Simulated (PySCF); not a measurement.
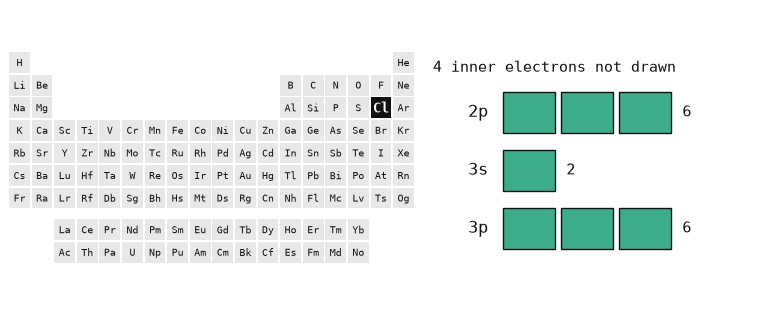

**Figure 1.** Left, the place of chlorine in the periodic table; right, the outer shells of the nominal configuration: a box for each of the 2l + 1 orbitals, shaded by the share of the shell that is filled, with the electron count at the right.

**Atomic calculation, with input and output: Cl⁻**

Cl⁻, configuration 1s2 2s2 2p6 3s2 3p6, multiplicity 1. Computed at this level: unrestricted HF, aug-cc-pV(Q+d)Z, non-relativistic, point nucleus (PySCF).

## Key numbers

- outcome: converged
- total energy: −459.576353 hartree
- kinetic energy: 459.586458 hartree
- −E/T (1 by the virial theorem at the basis-set limit): 1.0000
- SCF iterations: 1
- hardware: 1 CPU thread, shared host
- CPU time: 0.71 s (integrals apart)

## Input
```python
from pyscf import gto, scf, dft, mp, cc
import basis_set_exchange as bse
mol = gto.M(atom="Cl 0 0 0", charge=-1, spin=0, symmetry="D2h",
            basis=gto.basis.parse(bse.get_basis("aug-cc-pV(Q+d)Z", elements=["Cl"], fmt="nwchem", header=False)))
mf = scf.UHF(mol)
mf.irrep_nelec = {'Ag': (3, 3), 'B1u': (2, 2), 'B2u': (2, 2), 'B3u': (2, 2)}
mf.kernel()
```

The script is an equivalent of what the driver set up; the driver started from orbitals of its own, so the log can be shorter than this script's would be, and it computed the properties (radii, ⟨L²⟩, response) afterwards. It held the occupations shell by shell, which the script's counts by irreducible representation don't always enforce.

Launched within a batch (the task file carries these settings):
```bash
OMP_NUM_THREADS=1 python <driver script> TASK.json OUT
```

## Log (extracts)
```
damping factor = 0
level_shift factor = 0
DIIS = <class 'pyscf.scf.diis.CDIIS'>
diis_start_cycle = 1
diis_space = 10
diis_damp = 0
SCF conv_tol = 1e-09
SCF conv_tol_grad = None
number electrons alpha = 9  beta = 9
cycle= 1 E= -459.576353150869  delta_E= -2.9e-12  |g|= 9.17e-07  |ddm|= 7.23e-06
converged SCF energy = -459.576353150869  <S^2> = -1.9539925e-14  2S+1 = 1
```

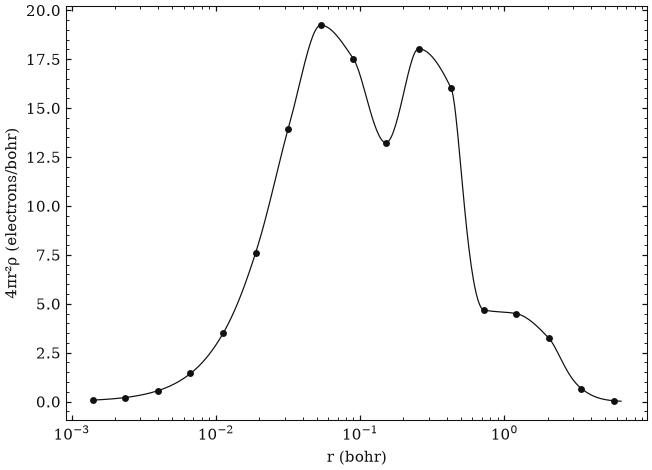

**Figure 2.** Spherically averaged radial density 4πr²ρ of the mean field; markers are the stored points, which are sparse, and the line is a monotone interpolation between them. The largest stored value is 19.2 electrons/bohr at r = 0.053 bohr. Root-mean-square radii of the shells: 1s 0.106, 2p 0.452, 2s 0.481, 3s 1.74, 3p 2.26 bohr.
